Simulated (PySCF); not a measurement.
# C2H2Cl2Si (SMILES C#C[SiH](Cl)Cl) at 5 levels

We compute a comparison of 5 runs (HF/STO-3G, HF/def2-SVP, wB97X/STO-3G, B3LYP/6-31G*, MP2/cc-pVDZ) of C2H2Cl2Si. The job is set up through a Python script.

The results are computed with PySCF 2.14.0.

## (1) The structure to begin with

The species is C2H2Cl2Si (7 atoms), meant as a singlet with charge 0. As SMILES, `C#C[SiH](Cl)Cl`. The shape is that of a PBE0-D4/def2-TZVP optimisation.

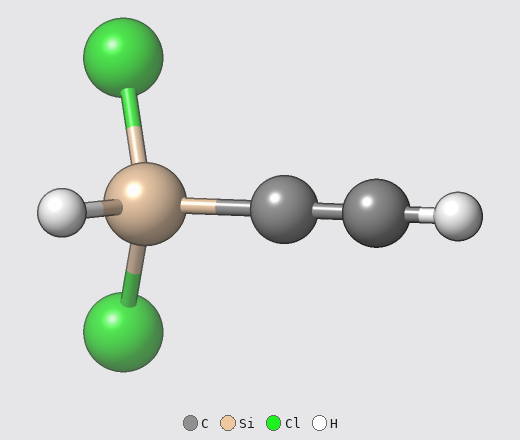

The structure, seen from a chosen angle (carbon grey, silicon light orange, chlorine green, hydrogen white).

## (2) Energy and forces at HF/STO-3G (run 1)

input.py reads:

```python
# C#C[SiH](Cl)Cl
from pyscf import gto, scf

molecule = gto.M(
    atom='''
C    0.222100  -0.669300   1.881600
C    0.127700  -0.285200   0.743200
Si   0.012700   0.282700  -0.968900
Cl  -1.510600  -0.698400  -1.899200
Cl  -0.353700   2.286200  -0.986900
H    0.302500  -1.008200   2.889500
H    1.260700   0.024000  -1.705100
''',
    verbose=4,
    basis='sto-3g',
    charge=0,
    max_memory=1860,
    spin=0,
)

mf = scf.RHF(molecule)
mf.conv_tol = 1e-10
mf.kernel()
if not mf.converged:
    mf = mf.newton().run(mf.mo_coeff, mf.mo_occ)

e_tot = mf.e_tot
print('E(%s) = %.9f' % ('HF', e_tot))
grad = mf.nuc_grad_method().kernel()
dip = mf.dip_moment()
pop, q = mf.mulliken_pop()
```

Run with:

```
$ OMP_NUM_THREADS=1 python input.py
```

Output:

```text
PySCF version 2.14.0

[... 61 lines left out ...]
converged SCF energy = -1270.77057824239
[... 14 lines left out ...]
Dipole moment(X, Y, Z, Debye):  2.35046, -1.36831,  1.49677
[... 8 lines left out ...]
pop of  1 C 2px           1.01380
pop of  1 C 2py           1.02135
pop of  1 C 2pz           1.03004
pop of  2 Si 1s           1.99959
pop of  2 Si 2s           1.98635
pop of  2 Si 3s           1.13633
pop of  2 Si 2px          1.96355
pop of  2 Si 2py          1.96057
pop of  2 Si 2pz          1.96394
pop of  2 Si 3px          0.70540
pop of  2 Si 3py          0.56918
pop of  2 Si 3pz          0.70915
pop of  3 Cl 1s           1.99997
pop of  3 Cl 2s           1.99900
pop of  3 Cl 3s           1.98305
pop of  3 Cl 2px          1.99461
pop of  3 Cl 2py          1.99725
pop of  3 Cl 2pz          1.99765
pop of  3 Cl 3px          1.67933
pop of  3 Cl 3py          1.83443
pop of  3 Cl 3pz          1.86145
pop of  4 Cl 1s           1.99997
pop of  4 Cl 2s           1.99900
pop of  4 Cl 3s           1.98305
pop of  4 Cl 2px          1.99921
pop of  4 Cl 2py          1.99080
pop of  4 Cl 2pz          1.99950
pop of  4 Cl 3px          1.95519
pop of  4 Cl 3py          1.44736
pop of  4 Cl 3pz          1.97266
pop of  5 H 1s            0.88232
pop of  6 H 1s            1.09355
 ** Mulliken atomic charges  **
charge of    0C =     -0.07806
charge of    1C =     -0.25850
charge of    2Si =      1.00594
charge of    3Cl =     -0.34675
charge of    4Cl =     -0.34675
charge of    5H =      0.11768
charge of    6H =     -0.09355
```

Run time: 2.4 s. Hardware: 1 thread of Intel Xeon at 2.70GHz, shared host; peak memory 0.12 GiB.

## (3) Energy and gradient at HF/def2-SVP (run 2)

calc.py reads:

```python
from pyscf import gto

mol = gto.Mole()
mol.atom = [
    ('C', (0.222100, -0.669300, 1.881600)),
    ('C', (0.127700, -0.285200, 0.743200)),
    ('Si', (0.012700, 0.282700, -0.968900)),
    ('Cl', (-1.510600, -0.698400, -1.899200)),
    ('Cl', (-0.353700, 2.286200, -0.986900)),
    ('H', (0.302500, -1.008200, 2.889500)),
    ('H', (1.260700, 0.024000, -1.705100)),
]
mol.verbose = 3
mol.max_memory = 1860
mol.charge = 0
mol.basis = 'def2-svp'
mol.spin = 0
mol.build()

mf = mol.RHF()
mf.conv_tol = 1e-10
mf.kernel()
if not mf.converged:
    mf = mf.newton().run(mf.mo_coeff, mf.mo_occ)

e_final = mf.e_tot
print('E = %.10f Eh' % e_final)
grad = mf.nuc_grad_method().kernel()
dip = mf.dip_moment()
pop, q = mf.mulliken_pop()
```

Run with:

```
$ OMP_NUM_THREADS=1 python calc.py
```

Output:

```text
converged SCF energy = -1284.44382929494
E = -1284.4438292949 Eh
--------------- RHF gradients ---------------
         x                y                z
0 C     0.0015201748    -0.0061645539     0.0182942495
1 C    -0.0024291289     0.0095636261    -0.0282840196
2 Si    -0.0100617073     0.0014117920     0.0081240536
3 Cl     0.0061910652     0.0037821628     0.0039804524
4 Cl     0.0015771495    -0.0081030943     0.0003424043
5 H    -0.0000582743     0.0001621537    -0.0004573284
6 H     0.0032607211    -0.0006520863    -0.0019998118
----------------------------------------------
Dipole moment(X, Y, Z, Debye):  1.18906, -0.94337,  1.57996
 ** Mulliken pop  **
pop of  0 C 1s            1.99023
pop of  0 C 2s            0.88861
pop of  0 C 3s            0.48585
pop of  0 C 2px           0.55139
pop of  0 C 2py           0.57688
pop of  0 C 2pz           0.78247
pop of  0 C 3px           0.37620
pop of  0 C 3py           0.35278
pop of  0 C 3pz           0.14194
pop of  0 C 3dxy          0.00112
pop of  0 C 3dyz          0.00960
pop of  0 C 3dz^2         0.01063
pop of  0 C 3dxz          0.00939
pop of  0 C 3dx2-y2       0.00110
pop of  1 C 1s            1.99041
pop of  1 C 2s            0.89301
pop of  1 C 3s            0.26296
pop of  1 C 2px           0.58056
pop of  1 C 2py           0.60333
pop of  1 C 2pz           0.79153
pop of  1 C 3px           0.43970
pop of  1 C 3py           0.41467
pop of  1 C 3pz           0.18299
pop of  1 C 3dxy          0.00089
pop of  1 C 3dyz          0.00807
pop of  1 C 3dz^2         0.00994
pop of  1 C 3dxz          0.00768
pop of  1 C 3dx2-y2       0.00103
pop of  2 Si 1s           1.99934
pop of  2 Si 2s           1.98989
pop of  2 Si 3s           0.96175
pop of  2 Si 4s          -0.06108
pop of  2 Si 2px          1.98088
pop of  2 Si 2py          1.97949
pop of  2 Si 2pz          1.98085
pop of  2 Si 3px          0.39987
pop of  2 Si 3py          0.34444
pop of  2 Si 3pz          0.42294
pop of  2 Si 4px          0.25077
pop of  2 Si 4py          0.13562
pop of  2 Si 4pz          0.21196
pop of  2 Si 3dxy         0.06563
pop of  2 Si 3dyz         0.07067
pop of  2 Si 3dz^2        0.08870
pop of  2 Si 3dxz         0.07712
pop of  2 Si 3dx2-y2      0.09304
pop of  3 Cl 1s           1.99947
pop of  3 Cl 2s           1.99152
pop of  3 Cl 3s           1.20168
pop of  3 Cl 4s           0.75507
pop of  3 Cl 2px          1.97994
pop of  3 Cl 2py          1.98094
pop of  3 Cl 2pz          1.98113
pop of  3 Cl 3px          0.67627
pop of  3 Cl 3py          0.71020
pop of  3 Cl 3pz          0.71697
pop of  3 Cl 4px          1.03802
pop of  3 Cl 4py          1.12290
pop of  3 Cl 4pz          1.13623
pop of  3 Cl 3dxy         0.00690
pop of  3 Cl 3dyz         0.00315
pop of  3 Cl 3dz^2        0.00228
pop of  3 Cl 3dxz         0.00627
pop of  3 Cl 3dx2-y2      0.00360
pop of  4 Cl 1s           1.99947
pop of  4 Cl 2s           1.99152
pop of  4 Cl 3s           1.20168
pop of  4 Cl 4s           0.75508
pop of  4 Cl 2px          1.98167
pop of  4 Cl 2py          1.97849
pop of  4 Cl 2pz          1.98184
pop of  4 Cl 3px          0.73656
pop of  4 Cl 3py          0.62528
pop of  4 Cl 3pz          0.74160
pop of  4 Cl 4px          1.17529
pop of  4 Cl 4py          0.93202
pop of  4 Cl 4pz          1.18986
pop of  4 Cl 3dxy         0.00441
pop of  4 Cl 3dyz         0.00331
pop of  4 Cl 3dz^2        0.00383
pop of  4 Cl 3dxz         0.00018
pop of  4 Cl 3dx2-y2      0.01046
pop of  5 H 1s            0.73200
pop of  5 H 2s            0.14498
pop of  5 H 2px           0.00443
pop of  5 H 2py           0.00606
pop of  5 H 2pz           0.01963
pop of  6 H 1s            0.75106
pop of  6 H 2s            0.34782
pop of  6 H 2px           0.00832
pop of  6 H 2py           0.00078
pop of  6 H 2pz           0.00303
 ** Mulliken atomic charges  **
charge of    0C =     -0.17819
charge of    1C =     -0.18676
charge of    2Si =      1.00814
charge of    3Cl =     -0.31254
charge of    4Cl =     -0.31256
charge of    5H =      0.09291
charge of    6H =     -0.11100
```

Run time: 9 s. Hardware: 1 thread of Intel Xeon at 2.70GHz, shared host; peak memory 0.19 GiB.

Run 3 isn't shown in full; the table further down has it.

## (4) Energy and forces at B3LYP/6-31G(d) (Cartesian functions) (run 4)

calc.py reads:

```python
# C#C[SiH](Cl)Cl
from pyscf import gto, dft

system = gto.Mole()
system.atom = '''
C        0.222100      -0.669300       1.881600
C        0.127700      -0.285200       0.743200
Si       0.012700       0.282700      -0.968900
Cl      -1.510600      -0.698400      -1.899200
Cl      -0.353700       2.286200      -0.986900
H        0.302500      -1.008200       2.889500
H        1.260700       0.024000      -1.705100
'''
system.cart = True
system.max_memory = 1860
system.verbose = 4
system.basis = '6-31g*'
system.build()

mf = dft.RKS(system, xc='b3lyp')
mf.conv_tol = 1e-10
mf.grids.level = 5
mf.kernel()
if not mf.converged:
    mf = mf.newton().run(mf.mo_coeff, mf.mo_occ)

energy = mf.e_tot
print('Final energy', energy)
grad = mf.nuc_grad_method().kernel()
dip = mf.dip_moment()
pop, q = mf.mulliken_pop()
```

Run with:

```
$ OMP_NUM_THREADS=1 python calc.py
```

Output:

```text
PySCF version 2.14.0

[... 76 lines left out ...]
converged SCF energy = -1287.33693590812
Final energy -1287.3369359081237
[... 14 lines left out ...]
Dipole moment(X, Y, Z, Debye):  1.23144, -0.98386,  1.65823
[... 60 lines left out ...]
pop of  3 Cl 4px          0.47430
pop of  3 Cl 4py          0.56200
pop of  3 Cl 4pz          0.57227
pop of  3 Cl 3dxx        -0.00642
pop of  3 Cl 3dxy         0.00516
pop of  3 Cl 3dxz         0.00470
pop of  3 Cl 3dyy        -0.01535
pop of  3 Cl 3dyz         0.00235
pop of  3 Cl 3dzz        -0.01642
pop of  4 Cl 1s           1.99865
pop of  4 Cl 2s           1.98830
pop of  4 Cl 3s           1.45696
pop of  4 Cl 4s           0.54676
pop of  4 Cl 2px          1.99188
pop of  4 Cl 2py          1.98968
pop of  4 Cl 2pz          1.99199
pop of  4 Cl 3px          1.27793
pop of  4 Cl 3py          1.08840
pop of  4 Cl 3pz          1.28705
pop of  4 Cl 4px          0.61453
pop of  4 Cl 4py          0.36515
pop of  4 Cl 4pz          0.62891
pop of  4 Cl 3dxx        -0.02035
pop of  4 Cl 3dxy         0.00354
pop of  4 Cl 3dxz         0.00015
pop of  4 Cl 3dyy         0.00918
pop of  4 Cl 3dyz         0.00271
pop of  4 Cl 3dzz        -0.02121
pop of  5  H 1s           0.51017
pop of  5  H 2s           0.27782
pop of  6  H 1s           0.51212
pop of  6  H 2s           0.51882
 ** Mulliken atomic charges  **
charge of    0C =     -0.11319
charge of    1C =     -0.10941
charge of    2Si =      0.44193
charge of    3Cl =     -0.20020
charge of    4Cl =     -0.20021
charge of    5H =      0.21201
charge of    6H =     -0.03093
```

Run time: 40 s. Hardware: 1 thread of Intel Xeon at 2.70GHz, shared host; peak memory 0.89 GiB.

## (5) Energy and forces at MP2/cc-pVDZ (run 5)

start.xyz reads:

```xyz
7
C2H2Cl2Si
C      0.222100    -0.669300     1.881600
C      0.127700    -0.285200     0.743200
Si     0.012700     0.282700    -0.968900
Cl    -1.510600    -0.698400    -1.899200
Cl    -0.353700     2.286200    -0.986900
H      0.302500    -1.008200     2.889500
H      1.260700     0.024000    -1.705100
```

run.py reads:

```python
from pyscf import gto, mp

mol = gto.M(
    atom='start.xyz',
    verbose=4,
    max_memory=1860,
    basis='cc-pvdz',
    charge=0,
)

mf = mol.RHF()
mf.conv_tol = 1e-10
mf.kernel()
if not mf.converged:
    mf = mf.newton().run(mf.mo_coeff, mf.mo_occ)

pt = mp.MP2(mf, frozen=17).run()
e_final = pt.e_tot
print('Final energy', e_final)
grad = pt.nuc_grad_method().kernel()
mf.analyze()
```

Run with:

```
$ OMP_NUM_THREADS=1 python run.py
```

Output:

```text
PySCF version 2.14.0

[... 65 lines left out ...]
converged SCF energy = -1284.89262377354
[... 29 lines left out ...]
MO #2   energy= -104.83658048973   occ= 2
[... 8 lines left out ...]
MO #11  energy= -8.03048923919675  occ= 2
[... 8 lines left out ...]
MO #20  energy= -1.04897750613161  occ= 2
[... 8 lines left out ...]
MO #29  energy= -0.464211857995736 occ= 2
[... 8 lines left out ...]
MO #38  energy= 0.270646145865586  occ= 0
[... 8 lines left out ...]
MO #47  energy= 0.573928415792592  occ= 0
[... 8 lines left out ...]
MO #56  energy= 0.872192483215681  occ= 0
[... 8 lines left out ...]
MO #65  energy= 1.04540330527642   occ= 0
[... 8 lines left out ...]
MO #74  energy= 1.28792948457996   occ= 0
[... 8 lines left out ...]
MO #83  energy= 1.72630723082497   occ= 0
[... 8 lines left out ...]
MO #92  energy= 3.45361887017159   occ= 0
[... 63 lines left out ...]
pop of  3 Cl 3dz^2        0.00161
pop of  3 Cl 3dxz         0.00494
pop of  3 Cl 3dx2-y2      0.00263
pop of  4 Cl 1s           2.00000
pop of  4 Cl 2s           1.99997
pop of  4 Cl 3s           1.84564
pop of  4 Cl 4s           0.00131
pop of  4 Cl 2px          2.00000
pop of  4 Cl 2py          2.00000
pop of  4 Cl 2pz          2.00000
pop of  4 Cl 3px          1.92405
pop of  4 Cl 3py          1.57277
pop of  4 Cl 3pz          1.93781
pop of  4 Cl 4px          0.00133
pop of  4 Cl 4py          0.00182
pop of  4 Cl 4pz          0.00127
pop of  4 Cl 3dxy         0.00328
pop of  4 Cl 3dyz         0.00247
pop of  4 Cl 3dz^2        0.00296
pop of  4 Cl 3dxz         0.00015
pop of  4 Cl 3dx2-y2      0.00816
pop of  5 H 1s            0.81398
pop of  5 H 2s            0.01450
pop of  5 H 2px           0.00014
pop of  5 H 2py           0.00039
pop of  5 H 2pz           0.00247
pop of  6 H 1s            1.11170
pop of  6 H 2s            0.00506
pop of  6 H 2px           0.00467
pop of  6 H 2py           0.00037
pop of  6 H 2pz           0.00187
 ** Mulliken atomic charges  **
charge of    0C =     -0.08564
charge of    1C =     -0.34473
charge of    2Si =      0.99150
charge of    3Cl =     -0.30297
charge of    4Cl =     -0.30298
charge of    5H =      0.16852
charge of    6H =     -0.12368
Dipole moment(X, Y, Z, Debye):  1.25904, -0.97514,  1.59492
```

Wall time 21 s (1 thread of Intel Xeon at 2.70GHz, shared host); peak memory 0.62 GiB.

## (6) The series

```tsv
run	level	integration grid	Cartesian functions	energy (Eh)	dipole moment (D) of the reference	HOMO energy (eV)	LUMO energy (eV)	wall time
1	HF/STO-3G	–	no	-1270.770578	3.10	-10.03	7.35	2.4 s
2	HF/def2-SVP	–	no	-1284.443829	2.19	-11.58	3.09	9 s
3	wB97X/STO-3G	5	no	-1273.006199	2.91	-9.67	4.89	21 s
4	B3LYP/6-31G* (Cartesian functions)	5	yes	-1287.336936	2.29	-8.34	-0.84	40 s
5	MP2/cc-pVDZ	–	no	-1285.497929	2.25	-11.51	3.02	21 s
```

## (7) What came out

| quantity | value |
| --- | --- |
| run 5: total energy | -1285.49793 Eh |
| run 5: dipole moment (Hartree–Fock density) | 2.25 D |
| run 5: HOMO energy (Hartree–Fock orbitals) | -11.51 eV |
| run 5: LUMO energy (Hartree–Fock orbitals) | 3.02 eV |
| run 5: HOMO–LUMO gap (Hartree–Fock orbitals) | 14.53 eV |
| run 5: correlation energy (17 core orbitals frozen) | -605.3 mEh |
| run 5: largest force on an atom | 3.066 eV/Å |

Over runs 1, 2, 3, 4 the dipole moment (its size) runs from 2.19 D (HF/def2-SVP) to 3.10 D (HF/STO-3G). Over runs 1, 2, 3, 4 the HOMO–LUMO gap runs from 7.51 eV (B3LYP/6-31G*) to 17.37 eV (HF/STO-3G). The two ends differ in method and basis. Totals of different functionals can't be ranked against each other. In runs 1, 3 the basis is minimal, so the values are rough. All runs together took 94 s, the longest 40 s.
